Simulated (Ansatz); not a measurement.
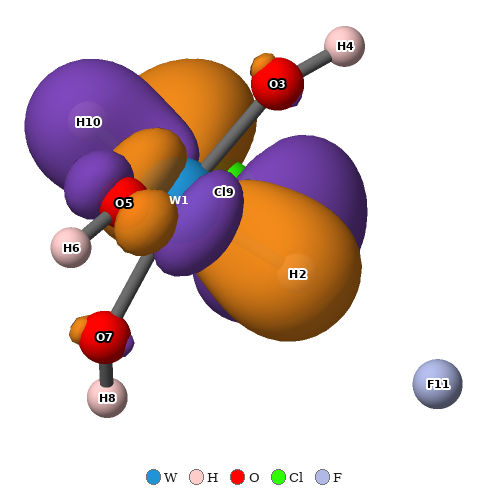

Figure 1: ClH$_{5}$O$_{3}$W···F (doublet). The HOMO (α) at ±0.1 Å⁻³ᐟ² (orange and purple are the two phases), seen at a tilt.

Core potentials replace the inner electrons of W; not at a stationary point (largest force 0.8 eV/Å).

Computed with Ansatz, UHF/def2-SVP.

Input

```
crystal:
  periodic: [false, false, false]
  atoms:
    - { symbol: W, position_ang: [0.0, 0.0, 0.0] }
    - { symbol: H, position_ang: [0.0, 0.0, 1.97] }
    - { symbol: O, position_ang: [1.94, 0.0, 0.0] }
    - { symbol: H, position_ang: [2.2771, -0.9519, -0.0197] }
    - { symbol: O, position_ang: [0.0, 1.94, 0.0] }
    - { symbol: H, position_ang: [-0.6343, 2.2771, -0.71] }
    - { symbol: O, position_ang: [-1.94, 0.0, 0.0] }
    - { symbol: H, position_ang: [-2.2771, -0.1263, 0.9437] }
    - { symbol: Cl, position_ang: [0.0, -2.39, 0.0] }
    - { symbol: H, position_ang: [0.0, 0.0, -1.72] }
    - { symbol: F, position_ang: [0.0, 0.0, 3.19] }
magnetization:
  spin_polarized: true
  initial_magnetization: 1
basis:
  gaussian: { orbitals: def2-SVP }
hamiltonian:
  xc: hf
relax:
  f_tol: 0.15
  max_steps: 25
  restrain:
    - { distance: [1, 10], at: 2.12, k: 30.0 }
    - { distance: [0, 1], at: 1.72, k: 30.0 }
output:
  orbitals: {}
```

Launched as:

```sh
ansatz run input.yaml --threads 4 --pin off --max-ram 5120MiB --backend cpu --events-out ev --progress --plain --runs-dir out
```

The fields are those of the run's last geometry, not of the input's.

**What is the character of this orbital?**

It lies mainly on Cl9 (about 70 %), W1 (about 15 %) and H2 (about 5 %); largely a lone pair of Cl9. Its energy is −9.90 eV.
